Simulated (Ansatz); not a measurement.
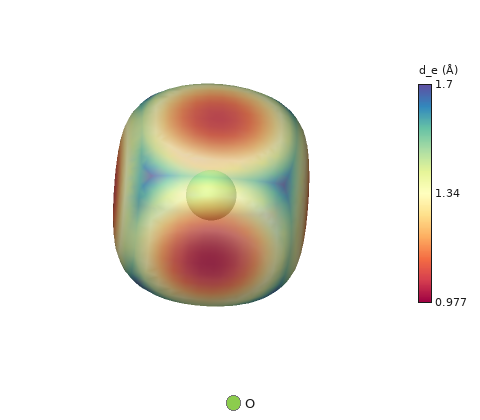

Hirshfeld surface computed for one O atom in MgO₃ in space group Im-3m, coloured by d_e.

The surface is where the fragment's share of the procrystal density (the sum of the densities of spherically averaged neutral Hartree-Fock atoms) equals one half. d_i and d_e are the distances from the surface to the nearest nucleus inside and outside.

Source of the atomic positions: the geometry relaxed with Ansatz, DFT PBE, scalar-relativistic, plane waves, PAW; the starting structure was generated, so it need not be a known form of this composition.

```cif
data_structure
_symmetry_space_group_name_H-M 'Im-3m'
_symmetry_Int_Tables_number 229
_cell_length_a 4.1700
_cell_length_b 4.1700
_cell_length_c 4.1700
_cell_angle_alpha 90.000
_cell_angle_beta 90.000
_cell_angle_gamma 90.000
_cell_volume 72.51
loop_
_atom_site_label
_atom_site_type_symbol
_atom_site_symmetry_multiplicity
_atom_site_Wyckoff_symbol
_atom_site_fract_x
_atom_site_fract_y
_atom_site_fract_z
_atom_site_occupancy
Mg1 Mg 2 a 0.00000 0.00000 0.00000 1
O1 O 6 b 0.50000 0.00000 0.00000 1
```

Question: What is the shortest distance from the fragment to an atom outside it?

Answer: O–O, 2.09 Å.

Question: How is the surface shared among contacts (nearest atom inside ··· nearest atom outside)?

Answer: O···O 66 %, O···Mg 34 %. The surface faces 6 neighbours with more than 2 % of its area each: 4 O + 2 Mg.

Question: Give the size and shape of the surface.

Answer: It encloses about 6.4 Å³, has an area of about 17 Å² and a globularity of 0.98 (1 for a sphere).
